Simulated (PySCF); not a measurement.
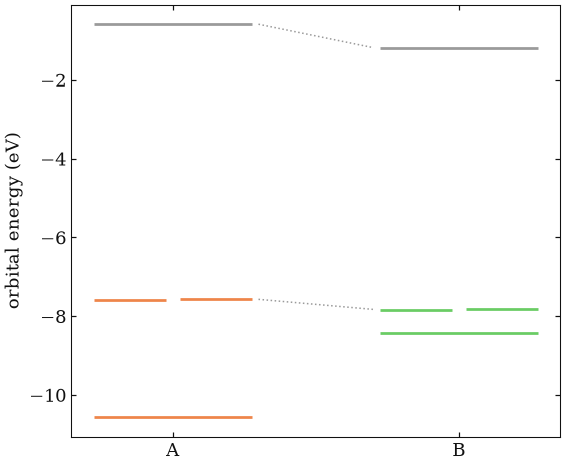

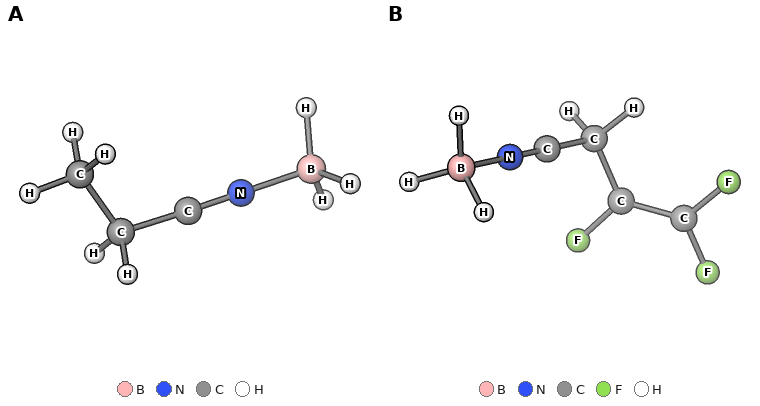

Related molecules: A is C₃H₈BN, SMILES [BH3-][N+]#CCC; B is C₄H₅BF₃N, SMILES [BH3-][N+]#CCC(F)=C(F)F. Frontier orbital energies, PBE0/def2-SVPD, PySCF, at a PBE0-D3(BJ)/def2-SVP geometry (no frequency check); drawn are at most three filled levels and, in grey, the LUMO with any level within 0.03 eV of it; dotted lines join the HOMOs and the LUMOs.

What does the change do to the frontier levels?

Answer. From A to B the HOMO falls by 0.26 eV and the LUMO falls by 0.59 eV, so the separation goes from 6.99 to 6.65 eV.

Does the ΔSCF ionisation energy follow the HOMO?

Answer. A: −ε(HOMO) 7.58, ΔSCF 9.86 eV; B: −ε(HOMO) 7.83, ΔSCF 9.81 eV.

Caveats, for all or some of the runs: one conformer of a flexible molecule.
